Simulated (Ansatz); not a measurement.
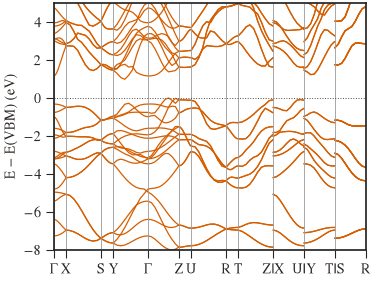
*Band structure from r²SCAN+D4 in the plane-wave PAW code Ansatz*

**Question.** Read off the gap and where the band edges lie.

**Answer.** About 1.0 eV (0.98 eV by a search for the band edges); maximum on the Γ–Z line, 65 % of the way from Γ, minimum on the Y–Γ line, 32 % of the way from Y.

**Question.** Which of these materials gives this?
A. SnSe, Pnma (Sn on 4c, Se on 4c)
B. BAs, Pnma (B on 4c, As on 4c)
C. ZnSe, Pnma (Zn on 4c, Se on 4c)
D. PbS, Pnma (Pb on 4c, S on 4c)

**Answer.** A, SnSe, Pnma (Sn on 4c, Se on 4c)

The r²SCAN+D4 relaxation kept the symmetry of its start. Scalar-relativistic: spin–orbit coupling is off unless named, which matters more the heavier the elements.

Potentials: the earlier of the program's two PAW sets. The files were generated under PBE; for other functionals the program regenerates the frozen cores, and for LDA and PBEsol the local potential too.
